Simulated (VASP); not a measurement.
Band structure of Te2Mo (space group P6_3/mmc). Computed with PBE GGA with D3 dispersion (Becke-Johnson damping) with spin-orbit coupling, VASP's PBE PAW potentials (set 64) (plane waves; VASP).

The path is coarsely sampled, so an indirect gap can come out somewhat too large.

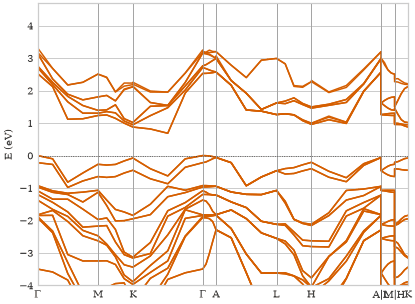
*Bands along high-symmetry lines, zero at the valence-band maximum or, without a gap, the Fermi level*

Task: Read the plot: is there a gap, and where are the band edges?

Result: The gap is indirect, 0.69 eV, from the valence maximum at Γ to the conduction minimum at K-Γ at 0.50.

The structure comes from a measured Te2Mo entry (P6_3/mmc) of the Crystallography Open Database, whose conditions weren't checked. It was relaxed first.
